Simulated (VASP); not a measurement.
Band structure of Cd4STe3 (ordered alloy cell). Calculation: PBEsol GGA, VASP's PBE PAW potentials (set 64) (plane waves; VASP 6.6.1).

Unless said otherwise, spin-orbit coupling is left out, though it shifts the bands of the heavy elements here.

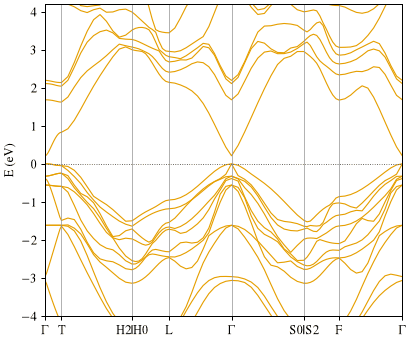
Bands along high-symmetry lines, zero at the valence-band maximum or, without a gap, the Fermi level

Task: Read the plot: is there a gap, and where are the band edges?

Result: The gap is direct, 0.21 eV, from the valence maximum at Γ to the conduction minimum at Γ. (Edges off the drawn lines would not show.)

The structure was generated: Cd4STe3 was put into an ordered model structure (R3m), which need not be its known phase. It was relaxed first.
